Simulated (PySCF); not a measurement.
## NMR shielding calculation of C₂H₁₁O₂PSi₃

System: C₂H₁₁O₂PSi₃, SMILES COC(=O)[SiH2]P([SiH3])[SiH3].
Method: GIAO PBE0/pcSseg-1 NMR shielding, non-relativistic, IEF-PCM cyclohexane (PySCF 2.14.0).

The geometry comes from this level: PBE0-D3(BJ)/def2-SVP. It belongs to a series of runs on one base structure; here: solvent cyclohexane. Figures and captions count atoms from 1; the log counts them from 0 in places.

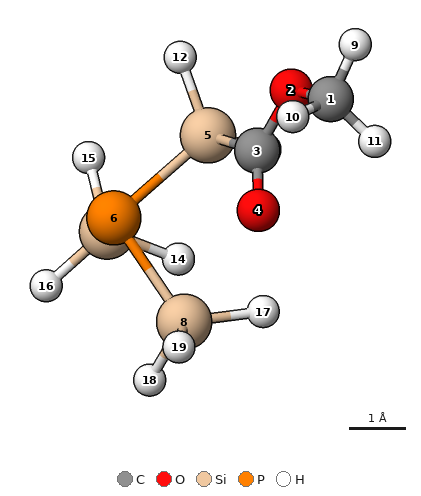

**Figure 1.** The input geometry (ball-and-stick view, seen at a tilt; atoms are numbered from 1 in the order of the input). Bond lengths as drawn: C–H 1.10 Å, C–O 1.21 to 1.42 Å, C–Si 1.93 Å, H–Si 1.49 to 1.50 Å and P–Si 2.25 to 2.28 Å.

## Key numbers

| quantity | value |
| --- | --- |
| outcome | converged |
| total energy | −1442.308744 hartree |
| HOMO | −7.38 eV |
| LUMO | −0.80 eV |
| dipole moment | 2.44 D |
| isotropic shielding, C | −4.6 to 132.2 ppm |
| isotropic shielding, O | −170.7 to 108.6 ppm |
| isotropic shielding, Si | 393.8 to 420.3 ppm |
| isotropic shielding, P | 700.3 ppm |
| isotropic shielding, H | 26.6 to 27.6 ppm |
| hardware | 1 CPU thread, shared host |
| wall time | 36 s |
| peak memory | 1.3 GiB |

## Input file
```
{"job": {"kind": "nmr", "xc": "PBE0", "basis": "pcSseg-1", "solvent": "cyclohexane", "pop": true}, "charge": 0, "multiplicity": 1}
C      3.686513     0.029425     1.242357
O      2.802549    -0.008184     0.127103
C      1.512164     0.195080     0.389307
O      1.086207     0.409838     1.498798
Si     0.366546     0.065660    -1.156953
P     -1.357590     1.420395    -0.673218
Si    -2.877065     0.325268    -1.938280
Si    -1.959359     0.423965     1.282404
H      4.689050    -0.163946     0.845114
H      3.650485     1.013173     1.732256
H      3.412612    -0.738332     1.980557
H      1.084257     0.507513    -2.386438
H     -0.009734    -1.376849    -1.293976
H     -3.045001    -1.104235    -1.525964
H     -2.424163     0.362135    -3.362901
H     -4.187990     1.027825    -1.814917
H     -1.500700    -0.995283     1.363489
H     -3.458397     0.422008     1.263185
H     -1.500993     1.222820     2.449250
```

The first line tells a small driver script what to run in PySCF; the rest is the geometry in Å.

Launched with:
```bash
OMP_NUM_THREADS=1 python <driver script> task.json out
```

## Log
```
coarse grid: 17664 points
cycle   1  E = -1442.1159276710  dE =  5.911e-01  |g| = 8.220e-01  |ddm| = 3.916e+00
cycle   2  E = -1441.7985533817  dE =  3.174e-01  |g| = 1.528e+00  |ddm| = 1.481e+00
cycle   3  E = -1442.2309973608  dE = -4.324e-01  |g| = 2.452e-01  |ddm| = 1.092e+00
cycle   4  E = -1442.2407707082  dE = -9.773e-03  |g| = 9.368e-02  |ddm| = 1.993e-01
cycle   5  E = -1442.2422409064  dE = -1.470e-03  |g| = 1.316e-02  |ddm| = 5.311e-02
cycle   6  E = -1442.2422752799  dE = -3.437e-05  |g| = 4.828e-03  |ddm| = 1.964e-02
cycle   7  E = -1442.2422815790  dE = -6.299e-06  |g| = 7.970e-04  |ddm| = 7.160e-03
final grid: 151632 points
cycle   8  E = -1442.3087186041  dE = -1.579e-05  |g| = 1.205e-02  |ddm| = 2.622e-02
cycle   9  E = -1442.3086840901  dE =  3.451e-05  |g| = 1.849e-02  |ddm| = 1.602e-02
cycle  10  E = -1442.3087430444  dE = -5.895e-05  |g| = 2.082e-03  |ddm| = 1.015e-02
cycle  11  E = -1442.3087438203  dE = -7.759e-07  |g| = 4.691e-04  |ddm| = 1.400e-03
cycle  12  E = -1442.3087438545  dE = -3.418e-08  |g| = 1.486e-04  |ddm| = 3.548e-04
cycle  13  E = -1442.3087438593  dE = -4.836e-09  |g| = 2.088e-05  |ddm| = 1.269e-04
cycle  14  E = -1442.3087438594  dE = -9.186e-11  |g| = 6.080e-06  |ddm| = 2.947e-05
```

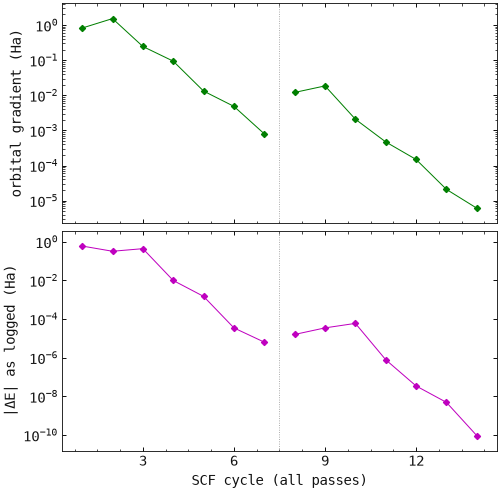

**Figure 2.** Convergence of the self-consistent field: orbital gradient and size of the energy change against the SCF cycle. The dotted line marks the change from a coarse to the final integration grid. The first 7 cycles use a coarse grid, the final grid takes over at cycle 8, and the field converges after 14 cycles in all.

```
converged SCF energy = -1442.3087438594

GIAO shielding tensors (ppm)
atom      isotropic    diamagn.    paramagn.     s11        s22        s33       span
  0 C      132.241     242.223    -109.981    100.576    119.360    176.789     76.213
  1 O      108.596     402.162    -293.566   -101.927    201.609    226.106    328.033
  2 C       -4.648     261.399    -266.047    -98.176     15.158     69.075    167.251
  3 O     -170.699     405.541    -576.240   -536.421   -254.843    279.167    815.588
  4 Si     393.805     882.547    -488.742    350.946    364.939    465.530    114.583
  5 P      700.295     971.543    -271.247    631.295    723.465    746.126    114.831
  6 Si     420.343     879.808    -459.465    380.768    416.486    463.774     83.006
  7 Si     415.409     880.430    -465.021    378.873    413.694    453.660     74.787
  8 H       27.559      25.968       1.591     23.652     25.981     33.043      9.390
  9 H       27.442      27.408       0.033     23.610     25.419     33.297      9.687
 10 H       27.467      28.028      -0.561     23.573     25.555     33.273      9.700
 11 H       26.580      30.312      -3.732     22.179     25.021     32.540     10.360
 12 H       26.849      30.982      -4.132     23.261     25.964     31.324      8.063
 13 H       27.424      28.879      -1.455     23.811     25.980     32.481      8.670
 14 H       27.194      28.680      -1.486     23.163     24.951     33.469     10.305
 15 H       27.109      28.680      -1.571     23.243     24.472     33.612     10.368
 16 H       27.271      30.634      -3.363     24.286     25.858     31.669      7.384
 17 H       27.291      29.692      -2.402     23.040     25.850     32.982      9.941
 18 H       26.699      30.000      -3.300     22.843     24.219     33.036     10.193
```

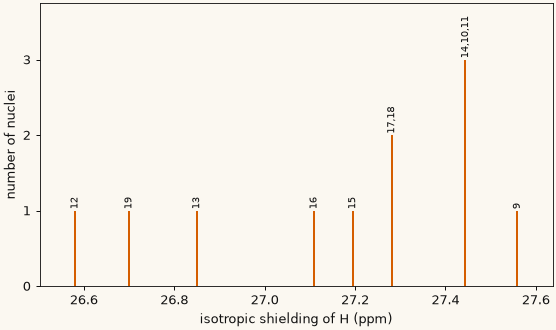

**Figure 3.** Isotropic shieldings of the hydrogen nuclei in this fixed geometry, labelled by atom number; shielding grows to the right, so chemical shift grows to the left. The least shielded is H12 (26.6 ppm), the most shielded H9 (27.6 ppm).
